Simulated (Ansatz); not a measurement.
**Cl$_{3}$Ge···Cl (SMILES [Cl].[Cl][Ge]([Cl])[Cl]) (triplet): density, localisation and related maps**

The calculation's input:

```
crystal:
  periodic: [false, false, false]
  atoms:
    - {symbol: Cl, position_ang: [-1.547841, -3.301674, -1.217053]}
    - {symbol: Cl, position_ang: [0.087103, -0.274961, -2.498742]}
    - {symbol: Cl, position_ang: [0.776136, -1.462228, 0.837025]}
    - {symbol: Cl, position_ang: [-1.381382, 0.043787, 1.627908]}
    - {symbol: Ge, position_ang: [-0.968629, -1.192917, -0.755864]}
basis:
  gaussian:
    orbitals: def2-TZVPD
magnetization:
  spin_polarized: true
  initial_magnetization: 2
hamiltonian:
  xc: pbe0
output:
  forces: true
  orbitals: {seedname: orbitals}
```

Run with:

```sh
ansatz run input.yaml --threads 2 --pin off --max-ram 4350MiB --events-out events.jsonl --progress --plain --runs-dir runs
```

Geometry: BLYP-D3(BJ)/def2-SVP.

Level of theory: isolated molecule in a Gaussian basis; Kohn-Sham density functional theory, functional PBE0 in Ansatz 0.2.0.

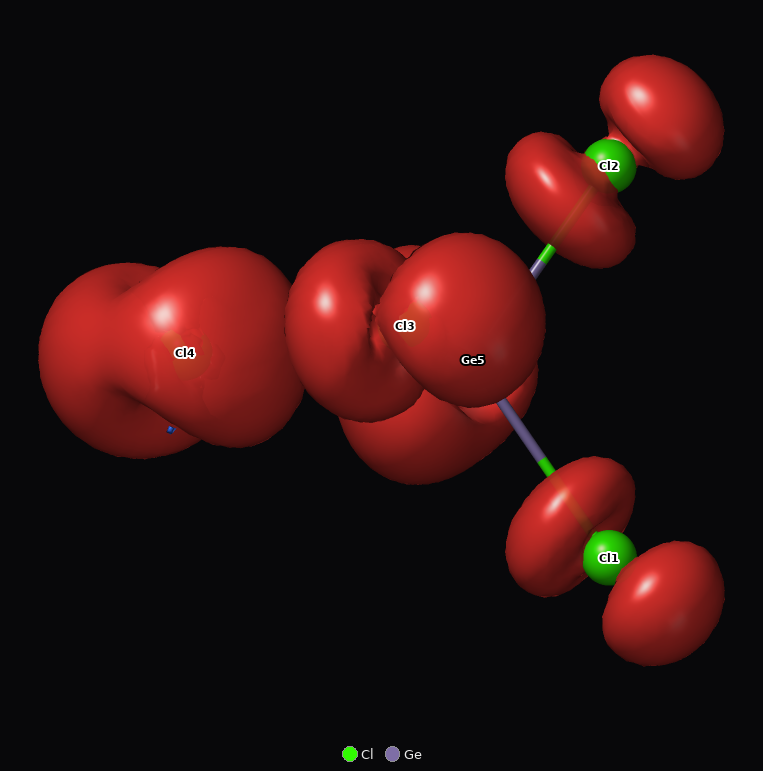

Figure 1. Isosurfaces of the spin density (α minus β) at +0.03 (red) and −0.03 e/Å³ (blue), seen at a tilt.

**Describe the spin distribution.**

The unpaired spin (2 electrons) lies mostly on Cl4 (about 0.8), Cl3 (about 0.4), Ge5 (about 0.4), Cl2 (about 0.2) and Cl1 (about 0.2), in electrons by Hirshfeld's partition.

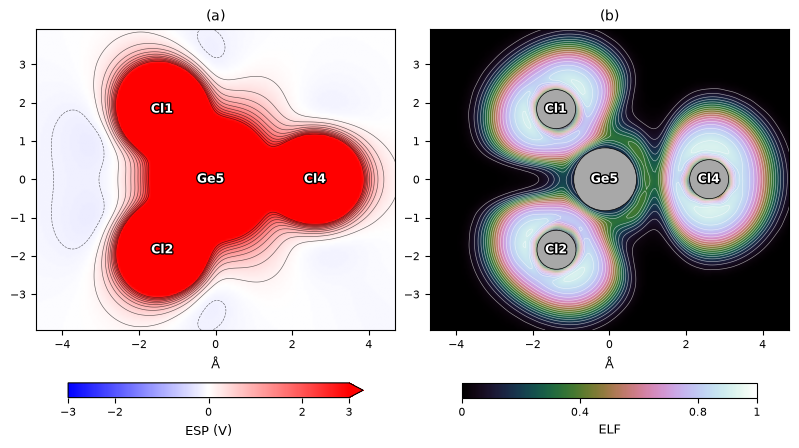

Figure 2. (a) molecular electrostatic potential; (b) electron localisation function on the plane of atoms Cl1, Ge5 and Cl2. Grey discs cover the atomic cores in the ELF map.

**Read the bonding off the picture.**

- The plane passes through Cl and Ge nuclei.
- Ge5···Cl4 (2.72 Å): the ELF peaks at about 0.85 in the valence shell of Cl, 0.8 Å from its nucleus, and is about 0.30 at the midpoint.
- Ge–Cl (2.23 Å): the ELF peaks at about 0.80 in the valence shell of Cl, 0.9 Å from its nucleus, and is about 0.65 at the midpoint.
- The ELF also peaks beside Cl2 and Cl1, away from the bonds: non-bonding electrons, paired or unpaired.
- The potential has no marked negative region in this plane.

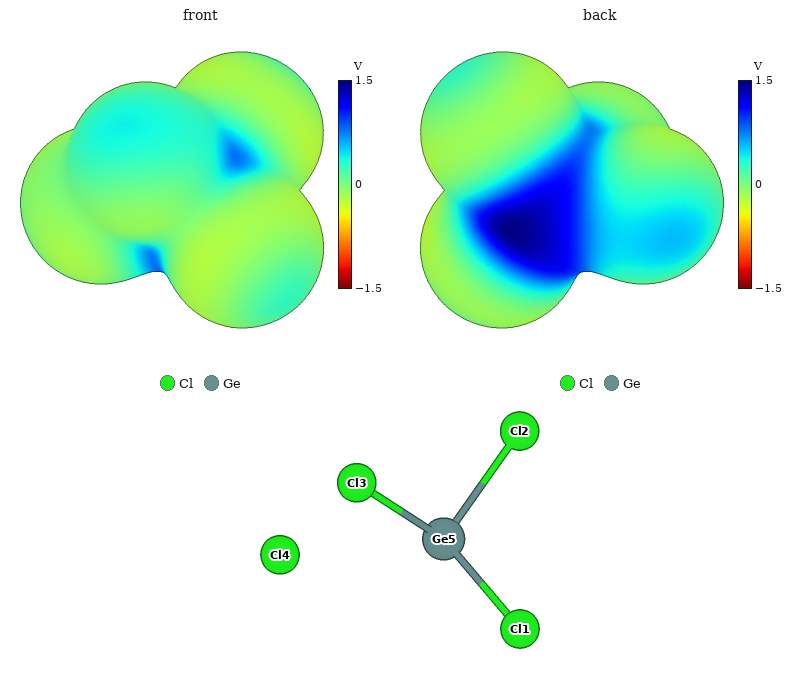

Figure 3. The electrostatic potential painted on the density surface at 0.001 e/bohr³, seen from the front and from behind; red is negative and blue positive. The bare structure is drawn below in the same view.

**Describe the electrostatic potential map.**

The most negative region (about −0.2 V) lies over Cl1 and Cl2, the most positive (about +1.5 V) over Ge5. Cl2 shows a σ-hole: about +0.3 V at the tip opposite its bond, against about −0.1 V on its flanks.
